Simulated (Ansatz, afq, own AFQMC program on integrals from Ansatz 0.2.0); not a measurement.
# TiF2 (triplet): quantum Monte Carlo beside coupled cluster as a fragment species, def2-TZVP, part 2 of 2

Ansatz 0.2.0, Gaussian basis, and an in-house AFQMC program (afq) on its integrals; all values are calculated; def2-TZVP, frozen cores.

## 8. B3LYP (unrestricted)

Input file in.yaml:

```yaml
crystal:
  periodic: [false, false, false]
  atoms:
    - {symbol: Ti, position_ang: [-0.230610, -0.167163, -0.075973]}
    - {symbol: F, position_ang: [0.897337, -1.513637, -0.301782]}
    - {symbol: F, position_ang: [-0.792787, 1.173370, -1.087494]}
basis:
  gaussian: {orbitals: def2-TZVP}
magnetization: {spin_polarized: true, initial_magnetization: 2}
hamiltonian: {xc: {name: B3LYP}}
```

Command:

```console
ansatz run in.yaml --threads 1 --pin off --events-out ev --progress --plain --max-ram 5632MiB --backend cpu
```

What it wrote (excerpt; [...] marks lines left out):

```text
Functional definition: B3LYP
  name "B3LYP"
  cite "Stephens, Devlin, Chabalowski & Frisch, J. Phys. Chem. 98, 11623 (1994) doi:10.1021/j100096a001"
  cite "Becke, Phys. Rev. A 38, 3098 (1988) doi:10.1103/PhysRevA.38.3098"
  cite "Lee, Yang & Parr, Phys. Rev. B 37, 785 (1988) doi:10.1103/PhysRevB.37.785"
  cite "Vosko, Wilk & Nusair, Can. J. Phys. 58, 1200 (1980) doi:10.1139/p80-159"
[...]
775 factors; their error is unknown
[...]
mean field -28554.55328274 eV, -1049.3604781693 hartree, gradient 9.4e-6 eV, S^2 2.003065; 4 other end points of the search recorded, 0 dependent functions left out
reference -28554.55351408 eV, -1049.3604866708 hartree; 21, 19 occupied and 86, 88 virtual orbitals, 775 factors
Total energy: -28554.55351408 eV, -1049.3604866708 hartree
```

It took 9.5 s on 1 thread of AMD EPYC 7R13 (Zen 3), shared host; peak memory 2.6 GiB.

From the report: ⟨S²⟩ of the determinant 2.003 (pure triplet: 2.00).

## 9. wB97M-V (unrestricted)

in.yaml: that of step 8 with these lines changed.

```diff
@@ -9,2 +9,3 @@
 magnetization: {spin_polarized: true, initial_magnetization: 2}
-hamiltonian: {xc: {name: B3LYP}}
+hamiltonian: {xc: {name: wB97M-V}}
+output: {orbitals: {seedname: orbitals}}
```

Same command.

What it wrote (excerpt; [...] marks lines left out):

```text
Functional definition: wB97M-V
  name "wB97M-V"
  cite "Mardirossian & Head-Gordon, J. Chem. Phys. 144, 214110 (2016) doi:10.1063/1.4952647"
  cite "Becke, J. Chem. Phys. 107, 8554 (1997) doi:10.1063/1.475007"
  cite "Vydrov & Van Voorhis, J. Chem. Phys. 133, 244103 (2010) doi:10.1063/1.3521275"
  # Of w^i u^j: cxij and so on, Table III.
[...]
  gx(w, u) = 1 - cx + cx01*u + cx10*w
  gss(w, u) = css00 + css04*u^4 + css10*w + css20*w^2 + css43*w^4*u^3
  gos(w, u) = cos00 + cos10*w + (cos20 + cos21*u)*w^2 + (cos60 + cos61*u)*w^6
[...]
      + integral(e_c_pw_mod_opposite_spin*gos(b97_w_opposite, b97_u_opposite)) + vv10(b, c)
763 factors; their error is unknown
145 factors; integrals over basis functions are off by at most 9.9e-5 eV
[...]
mean field -28551.10392346 eV, -1049.2337165537 hartree, gradient 7.9e-6 eV, S^2 2.002533; 4 other end points of the search recorded, 0 dependent functions left out
reference -28551.10398218 eV, -1049.2337187119 hartree; 21, 19 occupied and 86, 88 virtual orbitals, 763 factors
Total energy: -28551.10398218 eV, -1049.2337187119 hartree
```

Run time: 40 s. Hardware: 1 thread of AMD EPYC 7R13 (Zen 3), shared host; peak memory 2.6 GiB.

From the report: ⟨S²⟩ of the determinant 2.003 (pure triplet: 2.00).

## 10. B2PLYP (unrestricted)

in.yaml: that of step 9 with these lines changed.

```diff
@@ -9,3 +9,3 @@
 magnetization: {spin_polarized: true, initial_magnetization: 2}
-hamiltonian: {xc: {name: wB97M-V}}
-output: {orbitals: {seedname: orbitals}}
+hamiltonian: {xc: {name: B2PLYP}}
+correlation: {electrons: outside_noble_gas}
```

Same command.

What it wrote (excerpt; [...] marks lines left out):

```text
Functional definition: B2PLYP
  name "B2PLYP"
  cite "Grimme, J. Chem. Phys. 124, 034108 (2006) doi:10.1063/1.2148954"
  cite "Becke, Phys. Rev. A 38, 3098 (1988) doi:10.1103/PhysRevA.38.3098"
  cite "Lee, Yang & Parr, Phys. Rev. B 37, 785 (1988) doi:10.1103/PhysRevB.37.785"
[...]
816 factors; integrals over basis functions are off by at most 9.0e-4 eV
[...]
mean field -28539.19848105 eV, -1048.7961996151 hartree, gradient 4.5e-6 eV, S^2 2.004069; 6 other end points of the search recorded, 0 dependent functions left out
11 core orbitals not correlated: weight in the atoms' cores, before any rotation towards them, 0.954 or more for the frozen orbitals, at most 0.043 for the correlated occupied ones
reference -28539.19862452 eV, -1048.7962048876 hartree; 10, 8 occupied and 86, 88 virtual orbitals, 816 factors
second order -19.29286283 eV of doubles, -0.00000000 eV of singles
Total energy: -28544.40769749 eV, -1048.9876347881 hartree
```

Run time: 16 s. Hardware: 1 thread of AMD EPYC 7R13 (Zen 3), shared host; peak memory 2.6 GiB.

From the report: ⟨S²⟩ of the determinant 2.004 (pure triplet: 2.00).

## 11. Phaseless AFQMC, CISD trial on UHF

It reads the integrals that the CCSD(T) run on this determinant wrote.

Command:

```console
afq ham --method phaseless --trial cisd --walkers 1700 --populations 20 --least-time 60 --time-step 0.005 --steps-per-block 50 --equilibration-blocks 40 --max-blocks 4000 --target-error 0.00026 --factor-cut 1e-05 --start spin_pure --seed 1854 --release-times 0.24,0.6,1.2,1.8,2.6 --release-step 0.04 --release-every 4 --taylor-order 6
```

What it wrote:

```text
orbitals 96  electrons 10 8  factors 738 of 816
reference energy -1047.52471432 Eh
CCSD correlation -0.57804973 Eh in 19 cycles, weight of the determinant in the CISD state 0.8713
energy of the start -1048.102649 Eh
 block  time / (1/Eh)  mean weight  energy / Eh
     1     0.250  0.9994  -1048.100887
     2     0.500  1.0004  -1048.110024
     3     0.750  0.9992  -1048.112113
     4     1.000  1.0006  -1048.117529
     5     1.250  0.9986  -1048.123215
     6     1.500  0.9991  -1048.119646
     7     1.750  0.9995  -1048.120357
     8     2.000  0.9996  -1048.122844
     9     2.250  0.9995  -1048.119821
    10     2.500  1.0000  -1048.120681
    12     3.000  1.0000  -1048.125665
    23     5.750  1.0010  -1048.120951
    34     8.500  0.9990  -1048.119080
    45    11.250  0.9998  -1048.128073
    56    14.000  1.0004  -1048.124498
    67    16.750  0.9991  -1048.122241
    78    19.500  0.9999  -1048.124075
    89    22.250  1.0006  -1048.122525
   100    25.000  0.9997  -1048.119439
   111    27.750  1.0002  -1048.121914
   122    30.500  1.0003  -1048.123896
   133    33.250  1.0005  -1048.125854
   144    36.000  1.0002  -1048.118901
   155    38.750  1.0002  -1048.124363
   166    41.500  0.9989  -1048.125341
   177    44.250  0.9988  -1048.122241
   188    47.000  0.9991  -1048.124859
   199    49.750  0.9998  -1048.122307
   210    52.500  0.9997  -1048.123448
   221    55.250  1.0001  -1048.124590
   232    58.000  0.9999  -1048.118584
   243    60.750  0.9996  -1048.122736
   254    63.500  0.9992  -1048.125967
   265    66.250  0.9998  -1048.127417
   276    69.000  0.9997  -1048.126418
   287    71.750  1.0018  -1048.122559
   298    74.500  1.0009  -1048.121129
   309    77.250  1.0011  -1048.121925
   320    80.000  1.0007  -1048.126655
   331    82.750  0.9991  -1048.127248
   342    85.500  0.9999  -1048.121307
   353    88.250  1.0006  -1048.123121
   364    91.000  1.0000  -1048.125613
   375    93.750  0.9988  -1048.124874
   386    96.500  0.9985  -1048.122583
   397    99.250  1.0004  -1048.122370
   408   102.000  0.9994  -1048.119665
   419   104.750  1.0009  -1048.123793
   430   107.500  1.0011  -1048.120576
   441   110.250  1.0007  -1048.124313
   452   113.000  1.0004  -1048.121439
error from the spread of 20 populations
released: time / (1/Eh)  energy / Eh  error  mean overlap
  0.24  -1048.123120  0.000207  0.9897
  0.60  -1048.123423  0.000232  0.9781
  1.20  -1048.124160  0.000644  0.9624
  1.80  -1048.122879  0.000531  0.9381
  2.60  -1048.124616  0.000913  0.9002
energy -1048.123150 +/- 0.000168 Eh
```

Wall time 6 min (1 × NVIDIA H100 80GB HBM3 with 2 threads of AMD EPYC 7R13 (Zen 3), shared host); peak host memory 2.6 GiB.

Energy -28520.8839 ± 0.0046 eV. Caveats: constraint bias not in the error.

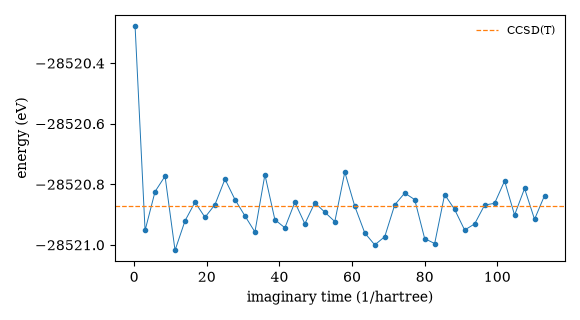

Block energies along the walk.

## 12. Phaseless AFQMC, single-determinant trial on UHF

It reads the integrals that the CCSD(T) run on this determinant wrote.

Command:

```console
afq ham --method phaseless --trial hf --walkers 1700 --populations 20 --least-time 40 --time-step 0.005 --steps-per-block 20 --equilibration-blocks 160 --max-blocks 4000 --target-error 0.0013 --factor-cut 1e-05 --start spin_pure --seed 1966 --taylor-order 6
```

What it wrote:

```text
orbitals 96  electrons 10 8  factors 738 of 816
reference energy -1047.52471432 Eh
CCSD correlation -0.57804973 Eh in 19 cycles, weight of the determinant in the CISD state 0.8713
energy of the start -1047.524802 Eh
 block  time / (1/Eh)  mean weight  energy / Eh
     1     0.100  1.0055  -1047.792137
     2     0.200  1.0065  -1047.928061
     3     0.300  1.0050  -1047.983262
     4     0.400  1.0055  -1048.024290
     5     0.500  1.0044  -1048.057376
     6     0.600  1.0026  -1048.075106
     7     0.700  1.0013  -1048.084219
     8     0.800  1.0008  -1048.080731
     9     0.900  1.0015  -1048.085120
    10     1.000  1.0012  -1048.095782
    19     1.900  0.9999  -1048.110149
    28     2.800  1.0004  -1048.130500
    37     3.700  0.9994  -1048.133215
    46     4.600  0.9994  -1048.117538
    55     5.500  0.9998  -1048.123678
    64     6.400  1.0003  -1048.135828
    73     7.300  0.9995  -1048.135716
    82     8.200  1.0008  -1048.131556
    91     9.100  1.0007  -1048.125209
   100    10.000  0.9989  -1048.116078
   109    10.900  0.9993  -1048.116137
   118    11.800  1.0007  -1048.136406
   127    12.700  1.0010  -1048.130611
   136    13.600  1.0009  -1048.130143
   145    14.500  0.9996  -1048.116290
   154    15.400  1.0012  -1048.138268
   163    16.300  0.9996  -1048.132999
   172    17.200  0.9994  -1048.116859
   181    18.100  1.0022  -1048.138044
   190    19.000  0.9998  -1048.136709
   199    19.900  0.9989  -1048.134317
   208    20.800  1.0002  -1048.114069
   217    21.700  1.0006  -1048.131057
   226    22.600  0.9996  -1048.135666
   235    23.500  1.0005  -1048.127201
   244    24.400  1.0003  -1048.126071
   253    25.300  1.0006  -1048.130997
   262    26.200  1.0018  -1048.131667
   271    27.100  1.0005  -1048.124002
   280    28.000  1.0001  -1048.143677
   289    28.900  1.0004  -1048.119347
   298    29.800  0.9997  -1048.125669
   307    30.700  1.0010  -1048.122149
   316    31.600  1.0000  -1048.127586
   325    32.500  1.0007  -1048.128639
   334    33.400  0.9991  -1048.126800
   343    34.300  1.0014  -1048.144382
   352    35.200  1.0002  -1048.134300
   361    36.100  1.0003  -1048.129180
   370    37.000  0.9996  -1048.127334
error from the spread of 20 populations
energy -1048.129960 +/- 0.001255 Eh
```

Wall time 31 s (1 × NVIDIA H100 80GB HBM3 with 2 threads of AMD EPYC 7R13 (Zen 3), shared host); peak host memory 2.6 GiB.

Energy -28521.0692 ± 0.0342 eV. Caveats: constraint bias not in the error.

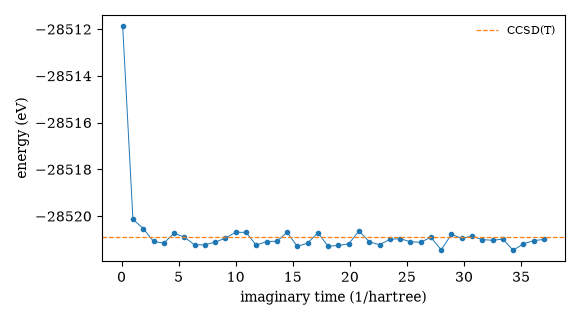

Block energies along the walk.

## 13. All levels side by side

On the UHF determinant, counted from CCSD(T) (a yardstick, not exact):

```csv
level,energy (eV),from CCSD(T) (meV),statistical error (meV),time
HF,-28504.5996,+16272.8,,
MP2,-28520.3515,+520.9,,
CCSD,-28520.3291,+543.3,,
CCSD(T),-28520.8724,0.0,,
"Phaseless AFQMC, CISD trial, step 0.005, 1700 walkers",-28520.8839,-11.5,4.6,6 min
"Phaseless AFQMC, single-determinant trial, step 0.005, 1700 walkers",-28521.0692,-196.8,34.2,31 s
```

The functionals' totals stand on their own zeros and serve differences with other points: PBE -28542.962 eV; r2SCAN -28551.090 eV; PBE0 -28543.346 eV; B3LYP -28554.554 eV; wB97M-V -28551.104 eV; B2PLYP -28544.408 eV.

## 14. Results

The summary covers parts 1 to 2.

```
                                                     quantity              value
              Phaseless AFQMC, CISD trial on UHF from CCSD(T)    -11.5 ± 4.6 meV
Phaseless AFQMC, single-determinant trial on UHF from CCSD(T)  -196.8 ± 34.2 meV
```

On UHF the phaseless walk with the CISD trial lies -11.5 meV from CCSD(T), within three error bars. A single-determinant trial moves the result by -185.3 meV. Error bars are statistical and leave out the constraint, the time step and what remains of the start.
